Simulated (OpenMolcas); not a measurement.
# One shape, several levels: GeSiH3ClO (SMILES Cl[SiH]1[O][GeH2]1)

Wanted: a comparison of 6 runs (HF/6-31G*, M06-L/6-31G*, PBE/6-31G*, SVWN5/6-31G*, TPSS/6-31G*, B3LYP/6-31G*) of GeSiH3ClO. 

Program for the calculation: OpenMolcas 26.06.

1 further run of the same task is left out (set aside as unsound or not needed).

## Step 1: The molecule

GeSiH3ClO has 7 atoms, charge 0, and is taken as a singlet. SMILES: `Cl[SiH]1[O][GeH2]1`. Geometry: relaxed at PBE0-D4/def2-TZVP.

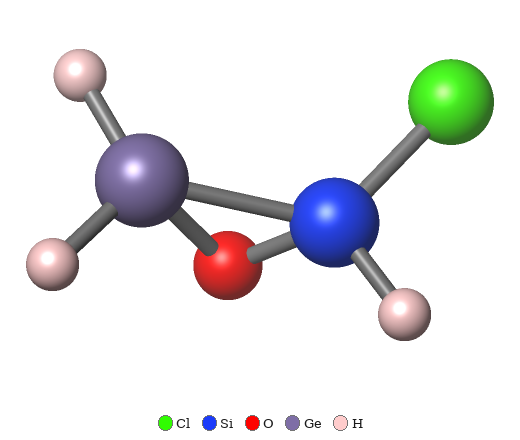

Viewed from a chosen angle; chlorine green, silicon blue, oxygen red, germanium purple, hydrogen pink.

## Step 2: Energy and forces at HF/6-31G(d) (spherical functions) (run 1)

test.input

```
* ClGeH3OSi Hartree-Fock
>>> EXPORT MOLCAS_PRINT=2

&GATEWAY
 BASLIB
 $CurrDir
 BASISSET
 Cl.6-31Gs....
 Cl1 0.946700 -2.488800 0.655700 angstrom
 End of Basis
 BASISSET
 Si.6-31Gs....
 Si2 -0.269300 -1.038200 -0.101800 angstrom
 End of Basis
 BASISSET
 O.6-31Gs....
 O3 0.399800 0.013200 -1.157400 angstrom
 End of Basis
 BASISSET
 Ge.6-31Gs....
 Ge4 0.044800 1.152900 0.326900 angstrom
 End of Basis
 BASISSET
 H.6-31Gs....
 H5 -1.538000 -1.691900 -0.484400 angstrom
 H6 -0.900200 2.274100 -0.128200 angstrom
 H7 1.377500 1.710600 0.843500 angstrom
 End of Basis

&SEWARD

&SCF
 THRESHOLDS
 1e-10 1e-07 1e-07 1e-05
 PRORBITALS
 1 2

&ALASKA
```

The basis set 6-31G* is read from a file made from the Basis Set Exchange's data (not shown).

On the command line:

```console
$ export MOLCAS_MEM=1860
$ pymolcas test.input > test.log
```

What it wrote:

```text
--- Start Module: gateway ---
[...]
--- Stop Module: gateway /rc=_RC_ALL_IS_WELL_ ---
[...]
      Basis functions           88
[...]
--- Start Module: scf ---
[...]
       Convergence after  14 Iterations
[...]
::    Total SCF energy                              -2900.1240263392
[...]
      Total spin, S                                     0.0000000000
[...]
      Total electronic charge=   74.000000
      Total            charge=   -0.000000
[...]
      Dipole Moment (debye):
      Origin of the operator (angstrom)=    0.2194   -0.1817    0.1666
                   X= -1.8023E+00               Y=  1.5272E+00               Z=  1.6881E+00           Total=  2.9035E+00
      Quadrupole Moment (debye*angstrom):
[...]
--- Stop Module: scf /rc=_RC_ALL_IS_WELL_ ---
[...]
--- Start Module: alaska ---
[...]
 *              Molecular gradients               *
 **************************************************
  Irreducible representation: a
 ------------------------------------------------------------------------------------------
                              X                       Y                       Z
 ------------------------------------------------------------------------------------------
  CL1              -2.46922348869560E-03    2.77643897474533E-03   -2.06186680791021E-03
  SI2               5.82233855085335E-03   -8.76988062913142E-04    1.10305527372270E-02
  O3                3.93136314315967E-03    3.36163084191399E-03   -9.02174902631003E-03
  GE4              -3.56246388592174E-03   -3.03541756117909E-03    5.78578839480315E-03
  H5               -5.34585743351546E-03   -2.93710591301810E-03   -2.64736467724402E-03
  H6                1.80230661571024E-04    7.02695988135993E-04   -1.89058275827536E-03
  H7                1.44361245233959E-03    8.74573201947726E-06   -1.19477786220212E-03
 ------------------------------------------------------------------------------------------
--- Stop Module: alaska /rc=_RC_ALL_IS_WELL_ ---
[...]
```

Wall time 18 s (1 thread of AMD EPYC 7R43 (Zen 3), shared host); peak memory 0.48 GiB.

## Step 3: Energy and forces at M06-L/6-31G(d) (spherical functions) (run 2)

calc.inp

```
&GATEWAY
BasLib=$CurrDir
Coord
7
angstrom
Cl       0.946700      -2.488800       0.655700
Si      -0.269300      -1.038200      -0.101800
O        0.399800       0.013200      -1.157400
Ge       0.044800       1.152900       0.326900
H       -1.538000      -1.691900      -0.484400
H       -0.900200       2.274100      -0.128200
H        1.377500       1.710600       0.843500
Basis=6-31Gs
Group=NoSym
&SEWARD
GridInput
Grid=UltraFine
End of Grid
&SCF
KSDFT=M06L
Thresholds=1e-10 1e-07 1e-07 1e-05
PrOrbitals=1 2
&ALASKA
```

The basis set 6-31G* is read from a file made from the Basis Set Exchange's data (not shown).

On the command line:

```console
$ export MOLCAS_MEM=1860
$ pymolcas calc.inp > calc.log
```

What it wrote:

```text
--- Start Module: gateway ---
[...]
--- Stop Module: gateway /rc=_RC_ALL_IS_WELL_ ---
[...]
      Basis functions           88
[...]
--- Start Module: scf ---
[...]
       Convergence after  16 Iterations
[...]
::    Total KS-DFT energy                           -2903.3809133215
[...]
      Total spin, S                                     0.0000000000
[...]
      Total electronic charge=   74.000000
      Total            charge=   -0.000000
[...]
      Dipole Moment (debye):
      Origin of the operator (angstrom)=    0.2194   -0.1817    0.1666
                   X= -1.4252E+00               Y=  1.4397E+00               Z=  1.2464E+00           Total=  2.3786E+00
      Quadrupole Moment (debye*angstrom):
[...]
--- Stop Module: scf /rc=_RC_ALL_IS_WELL_ ---
[...]
--- Start Module: alaska ---
[...]
 *              Molecular gradients               *
 **************************************************
  Irreducible representation: a
 ------------------------------------------------------------------------------------------
                              X                       Y                       Z
 ------------------------------------------------------------------------------------------
  CL1              -2.55613269263577E-03    3.35333436537155E-03   -1.56205139145627E-03
  SI2               1.04654197339862E-02    5.59029972999525E-03   -6.05180754861134E-03
  O3               -7.34981414020197E-03   -2.08075704253119E-03    1.66618822277655E-02
  GE4               2.50622971345704E-03   -2.82553196748836E-03   -8.54576525343731E-03
  H5               -2.20718601436598E-03   -2.40102702867784E-04   -6.42862522912679E-04
  H6                1.92716620727929E-03   -2.54266695618632E-03    1.12178042780764E-03
  H7               -2.78568280768443E-03   -1.25457542617102E-03   -9.81175939229750E-04
 ------------------------------------------------------------------------------------------
--- Stop Module: alaska /rc=_RC_ALL_IS_WELL_ ---
[...]
```

Wall time 49 s (1 thread of AMD EPYC 7R43 (Zen 3), shared host); peak memory 0.48 GiB.

Runs 3 to 5 aren't shown in full; the table further down has their settings and results.

## Step 4: Energy and forces at B3LYP/6-31G(d) (Cartesian functions) (run 6)

struct.xyz

```xyz
7

Cl     0.946700    -2.488800     0.655700
Si    -0.269300    -1.038200    -0.101800
O      0.399800     0.013200    -1.157400
Ge     0.044800     1.152900     0.326900
H     -1.538000    -1.691900    -0.484400
H     -0.900200     2.274100    -0.128200
H      1.377500     1.710600     0.843500
```

test.inp

```
&GATEWAY
 BasLib
 $CurrDir
 Coord
 struct.xyz
 Basis
 6-31Gs
 Group
 NoSym

&SEWARD
 GridInput
 Grid=UltraFine
 End of Grid

&SCF
 KSDFT
 B3LYP
 Thresholds
 1e-10 1e-07 1e-07 1e-05
 PrOrbitals
 0

&ALASKA
```

The basis set 6-31G* is read from a file made from the Basis Set Exchange's data (not shown).

On the command line:

```console
$ export MOLCAS_MEM=1860
$ pymolcas test.inp > test.log
```

What it wrote:

```text
--- Start Module: gateway ---
[...]
--- Stop Module: gateway /rc=_RC_ALL_IS_WELL_ ---
[...]
      Basis functions           94
[...]
--- Start Module: scf ---
[...]
       Convergence after  16 Iterations
[...]
::    Total KS-DFT energy                           -2903.5356605637
[...]
      Total spin, S                                     0.0000000000
[...]
      Total electronic charge=   74.000000
      Total            charge=   -0.000000
[...]
      Dipole Moment (debye):
      Origin of the operator (angstrom)=    0.2194   -0.1817    0.1666
                   X= -1.4397E+00               Y=  1.1441E+00               Z=  1.2427E+00           Total=  2.2195E+00
      Quadrupole Moment (debye*angstrom):
[...]
--- Stop Module: scf /rc=_RC_ALL_IS_WELL_ ---
[...]
--- Start Module: alaska ---
[...]
 *              Molecular gradients               *
 **************************************************
  Irreducible representation: a
 ------------------------------------------------------------------------------------------
                              X                       Y                       Z
 ------------------------------------------------------------------------------------------
  CL1              -5.96276306018773E-03    7.90072198630654E-03   -4.27667785574037E-03
  SI2               1.06631939521407E-02    6.03768421282425E-03   -2.10355581650878E-03
  O3               -6.37079089380244E-03   -2.46040026255701E-03    1.54672846123596E-02
  GE4               2.07276879635820E-03   -8.05991441971798E-03   -9.34148297822901E-03
  H5                6.51010638071270E-04    5.04008024424518E-04   -9.71750609581878E-05
  H6                1.66845394604831E-03   -2.53803464503655E-03    1.17933394260517E-03
  H7               -2.72187337857055E-03   -1.38406489626242E-03   -8.27726843597887E-04
 ------------------------------------------------------------------------------------------
--- Stop Module: alaska /rc=_RC_ALL_IS_WELL_ ---
[...]
```

It took 60 s on 1 thread of AMD EPYC 7R43 (Zen 3), shared host; peak memory 0.52 GiB.

## Step 5: All runs side by side

```
run                               level  integration grid  Cartesian functions   energy (Eh)  dipole moment (D)  HOMO energy (eV)  LUMO energy (eV)  wall time
  1     HF/6-31G* (spherical functions)                 –                   no  -2900.124026               2.90             -9.72              1.79       18 s
  2  M06-L/6-31G* (spherical functions)         UltraFine                   no  -2903.380913               2.38             -6.20             -1.75       49 s
  3    PBE/6-31G* (spherical functions)         UltraFine                   no  -2902.715680               1.97             -6.03             -2.07       44 s
  4  SVWN5/6-31G* (spherical functions)         UltraFine                   no  -2897.114928               2.01             -6.14             -2.23       40 s
  5   TPSS/6-31G* (spherical functions)         UltraFine                   no  -2903.480547               2.02             -6.17             -1.98       56 s
  6  B3LYP/6-31G* (Cartesian functions)         UltraFine                  yes  -2903.535661               2.22             -6.94             -1.51       60 s
```

## Step 6: What came out

| quantity | value |
| --- | --- |
| run 6: total energy | -2903.53566 Eh |
| run 6: dipole moment | 2.22 D |
| run 6: HOMO energy | -6.94 eV |
| run 6: LUMO energy | -1.51 eV |
| run 6: HOMO–LUMO gap | 5.43 eV |
| run 6: largest force on an atom | 0.869 eV/Å |

**Reading.** The dipole moment (its size) runs from 1.97 D (PBE/6-31G*) to 2.90 D (HF/6-31G*). The HOMO–LUMO gap runs from 3.91 eV (SVWN5/6-31G*) to 11.51 eV (HF/6-31G*). Exact exchange widens orbital gaps. Totals of different functionals can't be ranked against each other. All runs together took 4.5 min, the longest 60 s.
